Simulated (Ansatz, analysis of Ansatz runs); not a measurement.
# Migration in AlBO3 (R-3c): Na_i hop between interstitial places, charge +1, part 2 of 5

Aim: the barrier of one jump in AlBO3 (R-3c) at charge +1: Na_i hop between interstitial places. The model is a cell of 80 host atoms with 1 Na put in; Na is the atom that moves.

Ansatz 0.2.0; plane-wave PAW DFT, PBEsol; nudged elastic band between two relaxed defect structures at fixed charge in a uniform background.

So far: Set-up; Relaxation of the start point, charge +1.

### 3. Relaxation of the end point, charge +1

Level of this step: plane-wave PAW DFT, PBEsol; relaxation of all atoms of a defect supercell at fixed charge in a uniform background (Ansatz).

The end point is relaxed in the same cell and settings, so that the two energies compare. Atoms more than 3.2 Å from the middle of the hop start where the first relaxation left them, the nearer ones on or close to their ideal places, with small random displacements.

Input file qp1.end/input.yaml:

```yaml
crystal:
  lattice:
    - [4.47530425, 2.58381811, 9.15826506]
    - [-4.47530425, 2.58381811, 9.15826506]
    - [0.0, -5.16763623, 9.15826506]
  atoms:
    - { symbol: Al, position: [-8.945e-05, -2.756e-05, 0.00050331] }
    - { symbol: Al, position: [0.25, 0.25, 0.25] }
[... 1 atom line left out ...]
    - { symbol: B, position: [0.375, 0.375, 0.375] }
    - { symbol: O, position: [0.125, 0.47063163, 0.27936837] }
[... 4 atom lines left out ...]
    - { symbol: O, position: [0.27936837, 0.125, 0.47063163] }
[... 2 atom lines left out ...]
    - { symbol: B, position: [0.125, 0.125, 0.625] }
[... 3 atom lines left out ...]
    - { symbol: O, position: [0.22063163, 0.375, 0.52936837] }
    - { symbol: O, position: [0.375, 0.02936837, 0.72063163] }
[... 12 atom lines left out ...]
    - { symbol: Al, position: [0.0, 0.5, 0.5] }
[... 17 atom lines left out ...]
    - { symbol: O, position: [0.52936837, 0.22063163, 0.375] }
[... 1 atom line left out ...]
    - { symbol: Al, position: [0.5, 0.0, 0.5] }
[... 4 atom lines left out ...]
    - { symbol: O, position: [0.97063163, 0.27936837, 0.625] }
[... 24 atom lines left out ...]
    - { symbol: Na, position: [0.1856, 0.1856, 0.6856] }
total_charge: 1
basis:
  ecutwfc: 420
  xc_grid: 2
hamiltonian:
  xc: pbesol
kpoints:
  mp_grid: { grid: [1, 1, 1], shift: [0.25, 0.25, 0.25] }
scf:
  occupations: { method: fixed }
  max_iter: 120
output:
  forces: true
relax:
  f_tol: 0.02
  max_steps: 70
  random_displacement: { amplitude: 0.01, seed: 7910 }
```

Launch:

```console
$ ansatz run input.yaml --threads 4 --pin off --max-ram 14131MiB --backend cpu --events-out ev --progress --plain --runs-dir out
```

Numbers of over 12 decimals in the logs are rounded to 6 here.

What it wrote:

```text
[...]
Crystal: 81 atoms, lattice volume = 635.403 Å³
Basis set: ecut = 420 eV, 12439 PW (Γ), exchange–correlation on 144×144×144 points (8 copies of the dense FFT grid, shifted against one another)
Bands: 277, of which v1, the nominal top of the filled ones, is band 196 counted from 1 (195 counted from 0)
Symmetry: 1 space group operations
k-points: 1
[...]
SCF iter   1: F=—  HF=-39330.600745 eV  |F-HF|=—  |Δ(HF+E_count)|=         —  Δρ=1.07e-2  dr2=1.04e0  ethr=1.77e-3  ⟨swp⟩=6.0  Hψ=888  notcnv=0  defer=78
[...]
SCF iter   7: F=-39330.278576 eV  HF=-39330.278577 eV  |F-HF|=9.62e-7  |Δ(HF+E_count)|=   5.46e-7  Δρ=1.76e-5  dr2=1.35e-6  ethr=2.55e-9  ⟨swp⟩=3.0  Hψ=650  notcnv=0
SCF 1 converged in 7 iterations: F = -39330.278576 eV  dr2 = 1.35e-6
[...]
--- Relaxed structure (7 steps of the walk, 7 accepted, 0 SCFs on fresh bases) ---
  F+E_penalty+E_count = -39336.83404078 eV   max|allowed force component| = 5.863e-3 eV/Å
  atoms:
    - { symbol: Al, position: [-0.006866, -0.004635, 0.010707] }
    - { symbol: Al, position: [0.252018, 0.251147, 0.244256] }
    [... 1 atom left out ...]
    - { symbol: B, position: [0.375904, 0.380649, 0.373127] }
    - { symbol: O, position: [0.125982, 0.470335, 0.280574] }
    [... 4 atoms left out ...]
    - { symbol: O, position: [0.272193, 0.117659, 0.464956] }
    [... 2 atoms left out ...]
    - { symbol: B, position: [0.104856, 0.105321, 0.605222] }
    [... 3 atoms left out ...]
    - { symbol: O, position: [0.221188, 0.392627, 0.526526] }
    [... 13 atoms left out ...]
    - { symbol: Al, position: [-0.005078, 0.510822, 0.493471] }
    [... 17 atoms left out ...]
    - { symbol: O, position: [0.525033, 0.220986, 0.376850] }
    [... 1 atom left out ...]
    - { symbol: Al, position: [0.510376, -0.006425, 0.495267] }
    [... 4 atoms left out ...]
    - { symbol: O, position: [0.964601, 0.272655, 0.617564] }
    [... 24 atoms left out ...]
    - { symbol: Na, position: [0.174718, 0.175148, 0.675037] }
[key lines of the parts left out:]
SCF converged after 5 iterations
Free energy (F): -39336.834041 eV
Fermi energy:    7.377329 eV
```

Wall time 48 s (4 threads of Arm Neoverse V1, shared host); peak memory 1.2 GiB; 2.9 min of CPU time.

Relaxation path:

```csv
step,energy less that of the first step (eV),largest force component (eV/Å)
1,0.0000,10.1129
2,-3.5196,6.8335
3,-5.9692,2.2320
4,-6.4951,0.7373
5,-6.5448,0.4305
6,-6.5552,0.0404
7,-6.5555,0.0059
```

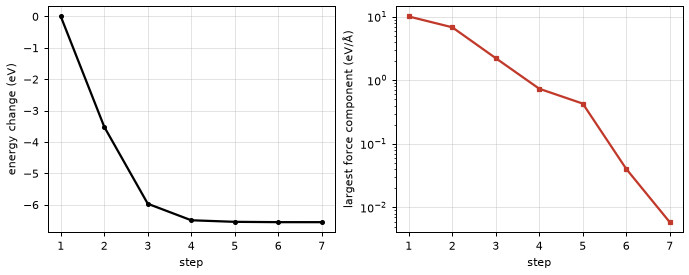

Energy and largest force along the relaxation.

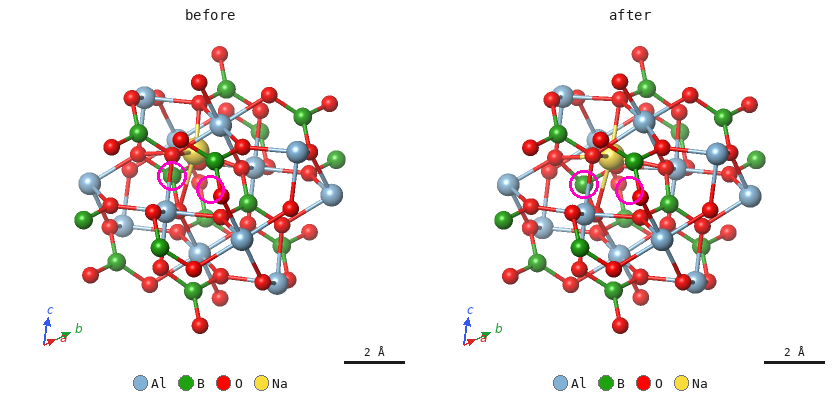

Before and after: the atoms that start within 5 Å of the centre. B13, which moves most, is ringed if it is among them. A ring with no atom in it marks the empty centre.

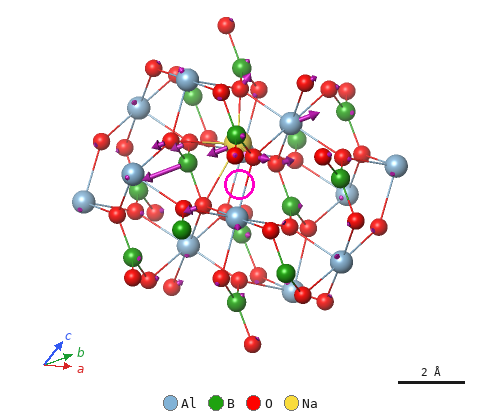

Displacements in the relaxation from the typed sites near the centre, exaggerated; the longest in the cell stands for 0.55 Å. A ring marks the centre wherever it is empty.

The atoms that moved most (Å, from the sites as typed, ahead of the random displacement):

```csv
atom,dx,dy,dz,length
B13,-0.001,0.000,-0.546,0.546
Na81,0.000,0.000,-0.292,0.292
Al12,-0.001,0.000,0.286,0.286
O10,0.002,-0.008,-0.185,0.185
O35,-0.008,0.001,-0.184,0.185
O56,0.005,0.006,-0.185,0.185
O19,-0.017,-0.096,0.141,0.171
O17,-0.075,0.062,0.141,0.171
```

Neighbours of Na81 at the end:

```csv
atom,distance (Å)
B13,1.919
O18,1.950
O17,1.950
O19,1.950
O10,2.079
O35,2.079
O56,2.079
Al12,2.347
```

Read from the output:

```yaml
free_energy: -39336.8340 eV
r_m_s_move_of_the_farther_half_of_the_atoms: 0.02651 Å
largest_move_from_the_ideal_geometry_of_this_structure_a_common_shift_of_the_far_atoms_taken_out: 0.5472 Å
```

The relaxation gained 6.555 eV and ended with a largest force component of 0.0059 eV/Å. The end lies within 1 meV of the start.

(Continued in part 3 of 5.)

[Logs are printed without paths, hosts, clocks, repeated set-up lines and the standing remarks that a program may print on its own settings, such as how far it seeks lower states.]

[Hosts, paths, dates, database ids (printed as entryN), source tags and the programs' standing remarks are cut or masked in the printed files.]
